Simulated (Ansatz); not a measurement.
**Swapping H for F on In: the HOMO–LUMO gap**

On one In centre, n of the H ligands are replaced by F. The HOMO–LUMO gap y in eV at wB97M-V/def2-TZVPP. Shapes, held fixed at every level: PBE0-D4/def2-TZVP. Programs: Ansatz 0.2.0.

```
molecule  n  y (eV)
    InH3  0    9.94
   InH2F  1       ?
   InHF2  2   12.03
    InF3  3   12.26
```

Problem. Fit y = c + s·n to the known rows and predict InH2F.

Solution. 
1. Means of the 3 rows: n = 1.66667, y = 11.410.
2. Σ(Δn)² = 4.6667, Σ(Δn·Δy) = 3.79, so the slope is 3.79/4.6667 = 0.81214.
3. Intercept: 11.410 − (0.81214) × 1.66667 = 10.056. The largest residual of the fit is 0.35.
4. InH2F: 10.056 + (0.81214) × 1 = 10.87 eV.

The run gave 10.61 eV, so the prediction is off by +0.26 eV, within the scatter of the fit. The steps per swap are uneven (+0.67, +1.42, +0.23), so a line is a poor model. Other levels give for InH2F: r2SCAN-D4/def2-TZVPP 5.40; B3LYP-D4/def2-TZVPP 6.40; PBE0-D4/def2-TZVPP 6.91 eV. Orbital gaps aren't excitation energies, and the LUMO depends on the basis. The series runs otherwise at B3LYP-D4/def2-TZVPP, PBE-D4/def2-TZVPP, PBE0-D4/def2-TZVPP, SPW92/def2-TZVPP, r2SCAN-D4/def2-TZVPP, r2SCAN0-D4/def2-TZVPP. For atoms past krypton def2 sets carry core potentials with scalar relativity.

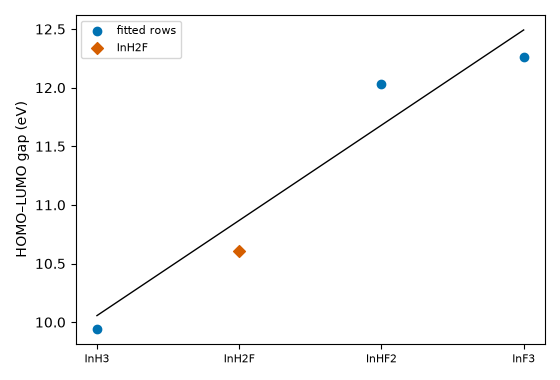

The fitted line, with the withheld member.
